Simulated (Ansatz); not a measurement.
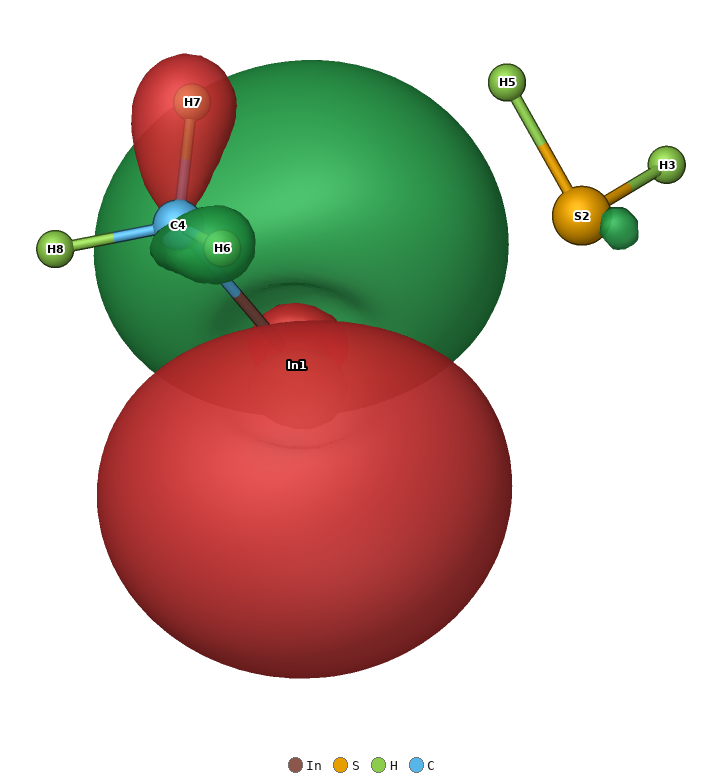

Figure 1: CH3In···H2S. One frontier orbital at ±0.08 Å⁻³ᐟ² (green and red are the two phases), seen at an oblique angle.

The product side of a reaction path; geometry: PBE0-D4/def2-TZVP; a saddle point, not a minimum; core potentials replace the inner electrons of In.

The calculation used Ansatz, RKS PBE0-D4/def2-TZVPP.

The calculation's input:

```
crystal:
  periodic: [false, false, false]
  atoms:
    - {symbol: In, position_ang: [-1.910098, -0.431321, -0.216501]}
    - {symbol: S, position_ang: [0.868894, -0.970072, -1.703238]}
    - {symbol: H, position_ang: [0.626086, -0.464404, -2.922301]}
    - {symbol: C, position_ang: [-0.431833, 0.315812, 1.316912]}
    - {symbol: H, position_ang: [1.372317, 0.185633, -1.242509]}
    - {symbol: H, position_ang: [0.345146, -0.423689, 1.541914]}
    - {symbol: H, position_ang: [0.066689, 1.228695, 0.968279]}
    - {symbol: H, position_ang: [-0.937100, 0.559347, 2.257444]}
basis:
  gaussian: {orbitals: def2-TZVPP}
hamiltonian: {xc: pbe0, dispersion: d4}
output: {orbitals: {seedname: orbitals}}
```

Command:

```sh
ansatz run in.yaml --threads 4 --pin off --events-out ev --progress --plain --max-ram 9574MiB
```

Which orbital is it: HOMO or LUMO?

The LUMO, at −1.21 eV. It lies mainly on In1 (about 90 %).
